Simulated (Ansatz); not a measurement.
# SiF₂ + NH₃: a complex and its separated parts, part 2 of 2

Ansatz 0.2.0, Gaussian basis. The steps go on from the part before.

## (13) CAM-B3LYP-D4/def2-TZVPP

The inputs:

parta/in.yaml

```yaml
crystal:
  periodic: [false, false, false]
  atoms:
    - {symbol: Si, position_ang: [-1.380908, -0.170933, -0.088947]}
    - {symbol: F, position_ang: [-1.139815, -0.568212, 1.443577]}
    - {symbol: F, position_ang: [-1.293155, 1.425432, 0.003262]}
basis:
  gaussian: {orbitals: def2-TZVPP}
hamiltonian: {xc: {name: CAM-B3LYP}, dispersion: d4}
```

partb/in.yaml

```yaml
crystal:
  periodic: [false, false, false]
  atoms:
    - {symbol: N, position_ang: [0.672256, -0.183531, -0.325823]}
    - {symbol: H, position_ang: [1.090999, -1.103111, -0.260094]}
    - {symbol: H, position_ang: [1.061539, 0.374534, 0.424048]}
    - {symbol: H, position_ang: [0.989084, 0.225722, -1.196125]}
basis:
  gaussian: {orbitals: def2-TZVPP}
hamiltonian: {xc: {name: CAM-B3LYP}, dispersion: d4}
```

One command serves all of them, each in its own folder.

Started as:

```
> ansatz run in.yaml --threads 2 --pin off --events-out ev --progress --plain --max-ram 4352MiB
```

Output in parta (excerpt; [...] marks lines left out):

```text
Functional definition: CAM-B3LYP
  name "CAM-B3LYP"
  cite "Yanai, Tew & Handy, Chem. Phys. Lett. 393, 51 (2004) doi:10.1016/j.cplett.2004.06.011"
  cite "Iikura, Tsuneda, Yanai & Hirao, J. Chem. Phys. 115, 3540 (2001) doi:10.1063/1.1383587"
  cite "Becke, Phys. Rev. A 38, 3098 (1988) doi:10.1103/PhysRevA.38.3098"
  cite "Lee, Yang & Parr, Phys. Rev. B 37, 785 (1988) doi:10.1103/PhysRevB.37.785"
[...]
  # Exact exchange under (alpha + beta erf(omega r))/r, Becke's under what is left of 1/r.
[...]
603 factors; their error is unknown
117 factors; integrals over basis functions are off by at most 6.3e-5 eV
[...]
mean field -13315.71269341 eV, -489.3434157687 hartree, gradient 5.2e-6 eV, S^2 0.000000; 0 other end points of the search recorded, 0 dependent functions left out
reference -13315.71277280 eV, -489.3434186859 hartree; 16, 16 occupied and 88, 88 virtual orbitals, 603 factors
Total energy: -13315.74269055 eV, -489.3445181433 hartree
```

partb printed (excerpt; [...] marks lines left out):

```text
[... 6 set-up lines as earlier in the session ...]
[...]
  # Exact exchange under (alpha + beta erf(omega r))/r, Becke's under what is left of 1/r.
[...]
332 factors; their error is unknown
102 factors; integrals over basis functions are off by at most 1.4e-5 eV
[...]
mean field -1539.00932167 eV, -56.5575493934 hartree, gradient 6.3e-5 eV, S^2 0.000000; 0 other end points of the search recorded, 0 dependent functions left out
reference -1539.00938976 eV, -56.5575518956 hartree; 5, 5 occupied and 68, 68 virtual orbitals, 332 factors
Total energy: -1539.01811457 eV, -56.5578725264 hartree
```

They took 0.8 s (parta), 0.3 s (partb) on 2 threads of Arm Neoverse V2, shared host.

## (14) wB97X-V/def2-TZVPP

Each input of step 13 (parta, partb) changes in the same lines:

```diff
-hamiltonian: {xc: {name: CAM-B3LYP}, dispersion: d4}
+hamiltonian: {xc: {name: wB97X-V}}
```

Each run has its own folder and the same command.

Started as:

```
> ansatz run in.yaml --threads 2 --pin off --events-out ev --progress --plain --max-ram 4352MiB
```

Output in parta (excerpt; [...] marks lines left out):

```text
Functional definition: wB97X-V
  name "wB97X-V"
  cite "Mardirossian & Head-Gordon, Phys. Chem. Chem. Phys. 16, 9904 (2014) doi:10.1039/C3CP54374A"
[... 2 set-up lines as earlier in the session ...]
[...]
      + integral(e_c_pw_opposite_spin*poly(b97_u_opposite, cos0, cos1)) + vv10(b, c)
603 factors; their error is unknown
106 factors; integrals over basis functions are off by at most 2.6e-5 eV
[...]
mean field -13313.37810218 eV, -489.2576211232 hartree, gradient 3.3e-5 eV, S^2 0.000000; 0 other end points of the search recorded, 0 dependent functions left out
reference -13313.37810096 eV, -489.2576210784 hartree; 16, 16 occupied and 88, 88 virtual orbitals, 603 factors
Total energy: -13313.37810096 eV, -489.2576210784 hartree
```

Output in partb (excerpt; [...] marks lines left out):

```text
[... 5 set-up lines as earlier in the session ...]
[...]
      + integral(e_c_pw_opposite_spin*poly(b97_u_opposite, cos0, cos1)) + vv10(b, c)
332 factors; their error is unknown
93 factors; integrals over basis functions are off by at most 7.9e-6 eV
[...]
mean field -1539.14323497 eV, -56.5624706162 hartree, gradient 1.3e-5 eV, S^2 0.000000; 0 other end points of the search recorded, 0 dependent functions left out
reference -1539.14323387 eV, -56.5624705758 hartree; 5, 5 occupied and 68, 68 virtual orbitals, 332 factors
Total energy: -1539.14323387 eV, -56.5624705758 hartree
```

They took 1.9 s (parta), 0.75 s (partb) on 2 threads of Arm Neoverse V2, shared host.

## (15) wB97M-V/def2-TZVPP

The same edit goes into each in.yaml of step 14 (parta, partb):

```diff
-hamiltonian: {xc: {name: wB97X-V}}
+hamiltonian: {xc: {name: wB97M-V}}
```

One command serves all of them, each in its own folder.

Started as:

```
> ansatz run in.yaml --threads 2 --pin off --events-out ev --progress --plain --max-ram 4352MiB
```

Log of parta (excerpt; [...] marks lines left out):

```text
Functional definition: wB97M-V
  name "wB97M-V"
  cite "Mardirossian & Head-Gordon, J. Chem. Phys. 144, 214110 (2016) doi:10.1063/1.4952647"
[... 2 set-up lines as earlier in the session ...]
  # Of w^i u^j: cxij and so on, Table III.
[...]
  gx(w, u) = 1 - cx + cx01*u + cx10*w
[...]
      + integral(e_c_pw_mod_opposite_spin*gos(b97_w_opposite, b97_u_opposite)) + vv10(b, c)
603 factors; their error is unknown
106 factors; integrals over basis functions are off by at most 2.6e-5 eV
[...]
mean field -13315.06735015 eV, -489.3196998412 hartree, gradient 2.2e-5 eV, S^2 0.000000; 0 other end points of the search recorded, 0 dependent functions left out
reference -13315.06737985 eV, -489.3197009326 hartree; 16, 16 occupied and 88, 88 virtual orbitals, 603 factors
Total energy: -13315.06737985 eV, -489.3197009326 hartree
```

Log of partb (excerpt; [...] marks lines left out):

```text
[... 5 set-up lines as earlier in the session ...]
  # Of w^i u^j: cxij and so on, Table III.
[...]
  gx(w, u) = 1 - cx + cx01*u + cx10*w
[...]
      + integral(e_c_pw_mod_opposite_spin*gos(b97_w_opposite, b97_u_opposite)) + vv10(b, c)
332 factors; their error is unknown
93 factors; integrals over basis functions are off by at most 7.9e-6 eV
[...]
mean field -1538.84211043 eV, -56.5514044938 hartree, gradient 5.4e-5 eV, S^2 0.000000; 0 other end points of the search recorded, 0 dependent functions left out
reference -1538.84213731 eV, -56.5514054813 hartree; 5, 5 occupied and 68, 68 virtual orbitals, 332 factors
Total energy: -1538.84213731 eV, -56.5514054813 hartree
```

They took 2.3 s (parta), 0.85 s (partb) on 2 threads of Arm Neoverse V2, shared host.

## (16) B2PLYP/def2-TZVPP

Each input of step 15 (parta, partb) changes in the same lines:

```diff
-hamiltonian: {xc: {name: wB97M-V}}
+hamiltonian: {xc: {name: B2PLYP}}
```

Each run has its own folder and the same command.

Started as:

```
> ansatz run in.yaml --threads 2 --pin off --events-out ev --progress --plain --max-ram 4352MiB
```

parta printed (excerpt; [...] marks lines left out):

```text
Functional definition: B2PLYP
  name "B2PLYP"
  cite "Grimme, J. Chem. Phys. 124, 034108 (2006) doi:10.1063/1.2148954"
[... 2 set-up lines as earlier in the session ...]
[...]
663 factors; integrals over basis functions are off by at most 6.7e-4 eV
[...]
mean field -13305.43520366 eV, -488.9657249867 hartree, gradient 5.5e-6 eV, S^2 0.000000; 0 other end points of the search recorded, 0 dependent functions left out
7 core orbitals not correlated: weight in the atoms' cores, before any rotation towards them, 1.000 or more for the frozen orbitals, at most 0.000 for the correlated occupied ones
reference -13305.43530474 eV, -488.9657287014 hartree; 9, 9 occupied and 88, 88 virtual orbitals, 663 factors
second order -19.39631886 eV of doubles, -0.00000000 eV of singles
Total energy: -13310.67231084 eV, -489.1581851255 hartree
```

Log of partb (excerpt; [...] marks lines left out):

```text
[... 5 set-up lines as earlier in the session ...]
[...]
416 factors; integrals over basis functions are off by at most 1.0e-3 eV
[...]
mean field -1536.38012939 eV, -56.4609283593 hartree, gradient 8.4e-6 eV, S^2 0.000000; 0 other end points of the search recorded, 0 dependent functions left out
1 core orbitals not correlated: weight in the atoms' cores, before any rotation towards them, 1.000 or more for the frozen orbitals, at most 0.000 for the correlated occupied ones
reference -1536.38021962 eV, -56.4609316751 hartree; 4, 4 occupied and 68, 68 virtual orbitals, 416 factors
second order -7.62101358 eV of doubles, -0.00000000 eV of singles
Total energy: -1538.43789329 eV, -56.5365497876 hartree
```

They took 1.1 s (parta), 0.45 s (partb) on 2 threads of Arm Neoverse V2, shared host.

## (17) PBE-QIDH/def2-TZVPP

The same edit goes into each in.yaml of step 16 (parta, partb):

```diff
-hamiltonian: {xc: {name: B2PLYP}}
+hamiltonian: {xc: {name: PBE-QIDH}}
```

The same command starts each run, in its folder.

Started as:

```
> ansatz run in.yaml --threads 2 --pin off --events-out ev --progress --plain --max-ram 4352MiB
```

parta printed (excerpt; [...] marks lines left out):

```text
Functional definition: PBE-QIDH
  name "PBE-QIDH"
  cite "Brémond, Sancho-García, Pérez-Jiménez & Adamo, J. Chem. Phys. 141, 031101 (2014) doi:10.1063/1.4890314"
[... 1 set-up line as earlier in the session ...]
[...]
663 factors; integrals over basis functions are off by at most 6.7e-4 eV
[...]
mean field -13299.01745387 eV, -488.7298770320 hartree, gradient 1.1e-6 eV, S^2 0.000000; 0 other end points of the search recorded, 0 dependent functions left out
7 core orbitals not correlated: weight in the atoms' cores, before any rotation towards them, 1.000 or more for the frozen orbitals, at most 0.000 for the correlated occupied ones
reference -13299.01746095 eV, -488.7298772920 hartree; 9, 9 occupied and 88, 88 virtual orbitals, 663 factors
second order -18.08968968 eV of doubles, -0.00000000 eV of singles
Total energy: -13305.04735751 eV, -488.9514719033 hartree
```

Output in partb (excerpt; [...] marks lines left out):

```text
[... 4 set-up lines as earlier in the session ...]
[...]
416 factors; integrals over basis functions are off by at most 1.0e-3 eV
[...]
mean field -1535.33272273 eV, -56.4224368744 hartree, gradient 2.1e-6 eV, S^2 0.000000; 0 other end points of the search recorded, 0 dependent functions left out
1 core orbitals not correlated: weight in the atoms' cores, before any rotation towards them, 1.000 or more for the frozen orbitals, at most 0.000 for the correlated occupied ones
reference -1535.33272950 eV, -56.4224371231 hartree; 4, 4 occupied and 68, 68 virtual orbitals, 416 factors
second order -7.10228439 eV of doubles, -0.00000000 eV of singles
Total energy: -1537.70015762 eV, -56.5094385021 hartree
```

They took 1.1 s (parta), 0.45 s (partb) on 2 threads of Arm Neoverse V2, shared host.

## (18) RPA on PBE/def2-TZVPP

The same edit goes into each in.yaml of step 17 (parta, partb):

```diff
-hamiltonian: {xc: {name: PBE-QIDH}}
+hamiltonian: {xc: pbe}
+correlation: {method: rpa}
```

The same command starts each run, in its folder.

Started as:

```
> ansatz run in.yaml --threads 2 --pin off --events-out ev --progress --plain --max-ram 4352MiB
```

parta printed (excerpt; [...] marks lines left out):

```text
[... 4 set-up lines as earlier in the session ...]
[...]
663 factors; integrals over basis functions are off by at most 6.7e-4 eV
[...]
mean field -13307.45450769 eV, -489.0399330411 hartree, gradient 1.7e-6 eV, S^2 0.000000; 0 other end points of the search recorded, 0 dependent functions left out
7 core orbitals not correlated: weight in the atoms' cores, before any rotation towards them, 1.000 or more for the frozen orbitals, at most 0.000 for the correlated occupied ones
reference -13278.34342695 eV, -487.9701205561 hartree; 9, 9 occupied and 88, 88 virtual orbitals, 663 factors
Total energy: -13303.11229178 eV, -488.8803595495 hartree
```

Log of partb (excerpt; [...] marks lines left out):

```text
[... 4 set-up lines as earlier in the session ...]
[...]
416 factors; integrals over basis functions are off by at most 1.0e-3 eV
[...]
mean field -1537.73150718 eV, -56.5105905769 hartree, gradient 7.2e-6 eV, S^2 0.000000; 0 other end points of the search recorded, 0 dependent functions left out
1 core orbitals not correlated: weight in the atoms' cores, before any rotation towards them, 1.000 or more for the frozen orbitals, at most 0.000 for the correlated occupied ones
reference -1529.64068559 eV, -56.2132583676 hartree; 4, 4 occupied and 68, 68 virtual orbitals, 416 factors
Total energy: -1540.11753900 eV, -56.5982756290 hartree
```

Wall times: 1.1 s (parta), 0.4 s (partb) on 2 threads of Arm Neoverse V2, shared host.

## (19) CCSD(T)/def2-TZVPP

Each input of step 18 (parta, partb) changes in the same lines:

```diff
-hamiltonian: {xc: pbe}
-correlation: {method: rpa}
+correlation: {method: ccsd_t}
```

Each run has its own folder and the same command.

Started as:

```
> ansatz run in.yaml --threads 2 --pin off --events-out ev --progress --plain --max-ram 4352MiB
```

Output in parta (excerpt; [...] marks lines left out):

```text
Functional definition: HF
  name "HF"
  cite "Fock, Z. Phys. 61, 126 (1930) doi:10.1007/BF01340294"
[... 1 set-up line as earlier in the session ...]
[...]
663 factors; integrals over basis functions are off by at most 6.7e-4 eV
[...]
mean field -13279.46190464 eV, -488.0112238529 hartree, gradient 1.3e-6 eV, S^2 0.000000; 0 other end points of the search recorded, 0 dependent functions left out
7 core orbitals not correlated: weight in the atoms' cores, before any rotation towards them, 1.000 or more for the frozen orbitals, at most 0.000 for the correlated occupied ones
reference -13279.46190464 eV, -488.0112238529 hartree; 9, 9 occupied and 88, 88 virtual orbitals, 663 factors
second order -16.24834620 eV of doubles, -0.00000000 eV of singles
cycle   1  -16.02009800 eV  change    2.3e-1 eV  update   9.7e-2
[...]
cycle  10  -16.48428566 eV  change   -3.7e-6 eV  update   3.8e-6
perturbative correction -0.50702977 eV, -0.0186330005 hartree
Total energy: -13296.45322008 eV, -488.6356431782 hartree
```

Output in partb (excerpt; [...] marks lines left out):

```text
[... 4 set-up lines as earlier in the session ...]
[...]
416 factors; integrals over basis functions are off by at most 1.0e-3 eV
[...]
mean field -1529.85251996 eV, -56.2210431372 hartree, gradient 4.1e-6 eV, S^2 0.000000; 0 other end points of the search recorded, 0 dependent functions left out
1 core orbitals not correlated: weight in the atoms' cores, before any rotation towards them, 1.000 or more for the frozen orbitals, at most 0.000 for the correlated occupied ones
reference -1529.85251996 eV, -56.2210431372 hartree; 4, 4 occupied and 68, 68 virtual orbitals, 416 factors
second order -6.38827327 eV of doubles, -0.00000000 eV of singles
cycle   1  -6.57733045 eV  change   -1.9e-1 eV  update   3.9e-2
[...]
cycle   9  -6.72922026 eV  change    3.4e-6 eV  update   2.3e-6
perturbative correction -0.20701787 eV, -0.0076077663 hartree
Total energy: -1536.78875809 eV, -56.4759451868 hartree
```

Wall times: 1.9 s (parta), 0.4 s (partb) on 2 threads of Arm Neoverse V2, shared host.

## (20) Vibrations of SiF₂

vib-parta/in.yaml

```yaml
crystal:
  periodic: [false, false, false]
  atoms:
    - {symbol: Si, position_ang: [-1.380908, -0.170933, -0.088947]}
    - {symbol: F, position_ang: [-1.139815, -0.568212, 1.443577]}
    - {symbol: F, position_ang: [-1.293155, 1.425432, 0.003262]}
basis:
  gaussian: {orbitals: def2-TZVP}
hamiltonian: {xc: pbe0, dispersion: d4}
phonons: {temperatures: {t_min: 298.15, t_max: 900, t_step: 200}}
```

Started as:

```
> ansatz run in.yaml --threads 2 --pin off --events-out ev --progress --plain --max-ram 4352MiB
```

The log of the run (excerpt; [...] marks lines left out):

```text
[... 5 set-up lines as earlier in the session ...]
[...]
580 factors; their error is unknown
[...]
mean field -13308.00449276 eV, -489.0601446196 hartree, gradient 3.5e-6 eV, S^2 0.000000; 0 other end points of the search recorded, 0 dependent functions left out
[...]
Total energy: -13308.03433245 eV, -489.0612412079 hartree
Atom 0 at    -1.380908    -0.170933    -0.088947 Å, force     0.000035     0.000128     0.000174 eV/Å
Atom 1 at    -1.139815    -0.568212     1.443577 Å, force    -0.000010    -0.000158    -0.000019 eV/Å
Atom 2 at    -1.293155     1.425432     0.003262 Å, force    -0.000025     0.000030    -0.000155 eV/Å
Dipole moment:    -0.036372    -0.132623    -0.179702 e Å
Vibrations: 339.56 855.56 870.56 cm⁻¹, zero-point energy 0.128056 eV
```

Wall time 4.1 s (2 threads of Arm Neoverse V2, shared host).

Wavenumbers and character of the modes:

| mode | wavenumber (cm⁻¹) | character |
| --- | --- | --- |
| 1 | 340 | bend |
| 2 | 856 | Si–F stretch |
| 3 | 871 | Si–F stretch |

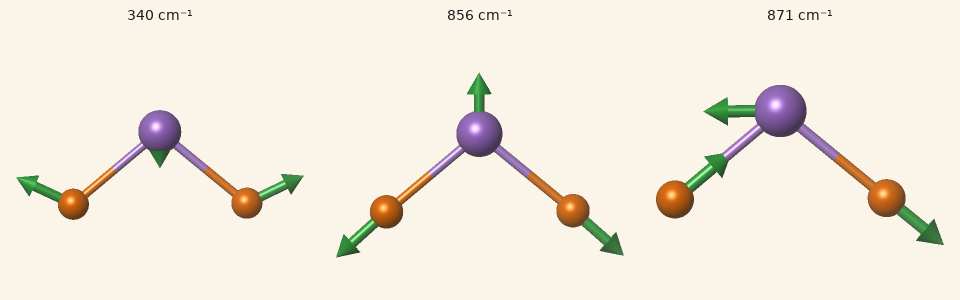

Displacements of 3 modes, as arrows.

Vibrational sums (real modes only):

| T (K) | entropy (J/mol/K) | heat capacity (J/mol/K) |
| --- | --- | --- |
| 298 | 6.4 | 11.3 |
| 498 | 14.0 | 17.8 |
| 698 | 20.5 | 20.8 |
| 898 | 26.0 | 22.3 |

## (21) Vibrations of NH₃

vib-partb/in.yaml

```yaml
crystal:
  periodic: [false, false, false]
  atoms:
    - {symbol: N, position_ang: [0.672256, -0.183531, -0.325823]}
    - {symbol: H, position_ang: [1.090999, -1.103111, -0.260094]}
    - {symbol: H, position_ang: [1.061539, 0.374534, 0.424048]}
    - {symbol: H, position_ang: [0.989084, 0.225722, -1.196125]}
basis:
  gaussian: {orbitals: def2-TZVP}
hamiltonian: {xc: pbe0, dispersion: d4}
phonons: {temperatures: {t_min: 298.15, t_max: 900, t_step: 200}}
```

Started as:

```
> ansatz run in.yaml --threads 2 --pin off --events-out ev --progress --plain --max-ram 4352MiB
```

The log of the run (excerpt; [...] marks lines left out):

```text
[... 5 set-up lines as earlier in the session ...]
[...]
287 factors; their error is unknown
[...]
mean field -1537.79931155 eV, -56.5130823416 hartree, gradient 1.4e-5 eV, S^2 0.000000; 0 other end points of the search recorded, 0 dependent functions left out
[...]
Atom 1 at     1.090999    -1.103111    -0.260094 Å, force     0.000074     0.000005     0.000043 eV/Å
Atom 2 at     1.061539     0.374534     0.424048 Å, force     0.000170     0.000100     0.000124 eV/Å
Atom 3 at     0.989084     0.225722    -1.196125 Å, force     0.000070     0.000046     0.000015 eV/Å
Dipole moment:     0.351873     0.014935    -0.017110 e Å
Vibrations: 1030.88 1669.55 1669.57 3502.35 3631.44 3631.49 cm⁻¹, zero-point energy 0.938268 eV
```

Wall time 2.1 s (2 threads of Arm Neoverse V2, shared host).

The modes, with what each moves most:

| mode | wavenumber (cm⁻¹) | character |
| --- | --- | --- |
| 1 | 1031 | bend |
| 2 | 1670 | bend |
| 3 | 1670 | bend |
| 4 | 3502 | N–H stretch |
| 5 | 3631 | N–H stretch |
| 6 | 3631 | N–H stretch |

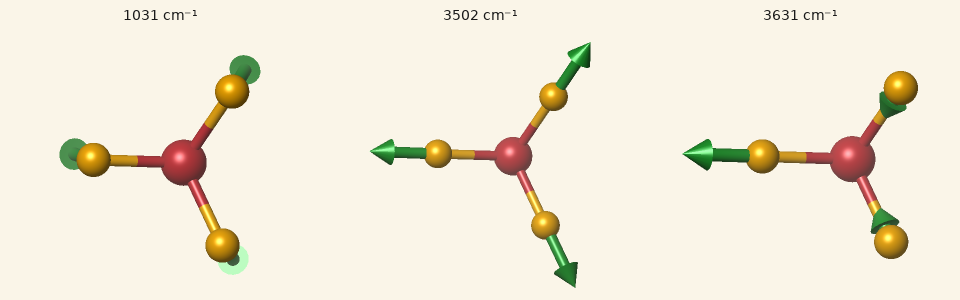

Displacements of 3 modes, as arrows.

Vibrational sums (real modes only):

| T (K) | entropy (J/mol/K) | heat capacity (J/mol/K) |
| --- | --- | --- |
| 298 | 0.4 | 1.8 |
| 498 | 2.6 | 7.4 |
| 698 | 6.0 | 13.4 |
| 898 | 10.0 | 18.8 |

## (22) Complex less separated parts

The complex's own energies come from single points at the same levels.

Rows are in def2-TZVPP; times add the 3 runs of a level on a shared host, so small differences are noise.

Differences are taken before rounding.

| method | rung | complex less parts (eV) | from CCSD(T) (eV) | time |
| --- | --- | --- | --- | --- |
| SPW92 | LDA | -1.099 | -0.378 | 1.5 s |
| PBE-D4 | GGA | -0.829 | -0.108 | 2.4 s |
| BLYP-D4 | GGA | -0.701 | +0.020 | 2.5 s |
| r2SCAN-D4 | meta-GGA | -0.876 | -0.155 | 5.5 s |
| B97M-V | meta-GGA | -0.781 | -0.060 | 11 s |
| PBE0-D4 | hybrid | -0.872 | -0.150 | 3.3 s |
| B3LYP-D4 | hybrid | -0.755 | -0.034 | 3.5 s |
| r2SCAN0-D4 | hybrid | -0.902 | -0.181 | 5.9 s |
| BHLYP-D4 | hybrid | -0.813 | -0.091 | 3.4 s |
| CAM-B3LYP-D4 | range-separated hybrid | -0.788 | -0.067 | 3.7 s |
| wB97X-V | range-separated hybrid | -0.810 | -0.089 | 8.6 s |
| wB97M-V | range-separated hybrid | -0.772 | -0.051 | 10 s |
| B2PLYP | double hybrid | -0.693 | +0.028 | 5.9 s |
| PBE-QIDH | double hybrid | -0.842 | -0.121 | 5.9 s |
| RPA on PBE | RPA | -0.628 | +0.093 | 5.6 s |
| Hartree-Fock | wavefunction | -0.606 | +0.115 |  |
| MP2 | wavefunction | -0.752 | -0.031 |  |
| CCSD | wavefunction | -0.702 | +0.019 |  |
| CCSD(T) | wavefunction | -0.721 | 0 | 54 s |

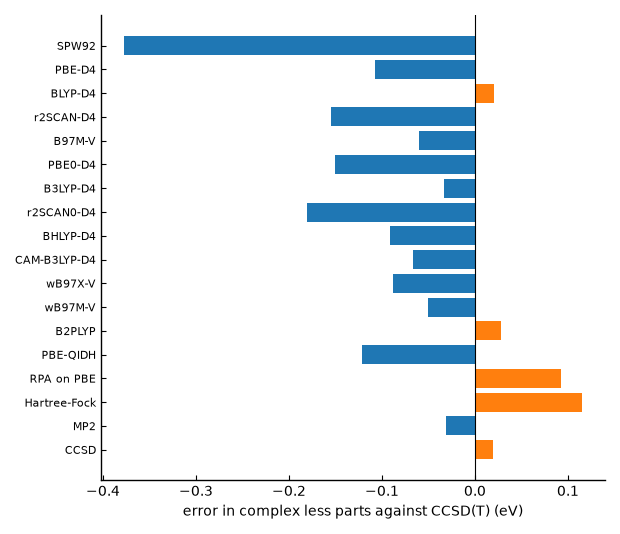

Deviations from CCSD(T), method by method.

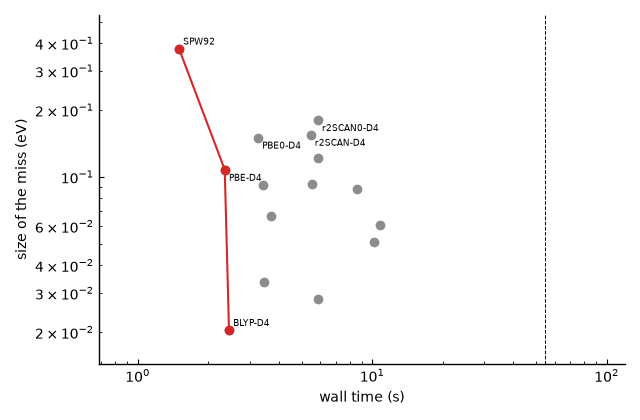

Accuracy for the time spent; red marks the levels that beat every quicker one drawn (of those quicker than the yardstick), and the dashed line is the time of CCSD(T). Only those levels and the largest misses are named. Times are from a shared host.

BLYP-D4 reaches 0.020 eV from the reference in 2.5 s, where CCSD(T) took 54 s; the quickest level in the cost chart, SPW92, takes 1.5 s and misses by 0.378 eV.

The complex's zero-point energy, from a separate PBE0-D4 run, is 1.193 eV.

## (23) Outcome

This closing draws on all 2 parts.

```
                              quantity      value
complex less parts, CCSD(T)/def2-TZVPP  -0.721 eV
                with zero-point energy  -0.595 eV
                 largest T1 diagnostic      0.015
```

**Reading.** At CCSD(T) the complex lies 0.721 eV below its parts. The functionals run from BLYP-D4, off by +0.020 eV, to SPW92, off by -0.378 eV, against CCSD(T). By rung, the mean size of the error is: LDA 0.378, GGA 0.064, meta-GGA 0.108, hybrid 0.114, range-separated hybrid 0.069, double hybrid 0.075 eV. PBE-D4 gives a relative energy 0.108 eV too low, outside chemical accuracy (1 kcal/mol, 0.043 eV). No counterpoise was applied, and triple zeta lacks some correlation, so the CCSD(T) reference has a basis error of its own, and close matches with it are partly luck. The restricted Hartree–Fock reference is unstable towards an unrestricted one at one or more of these structures.
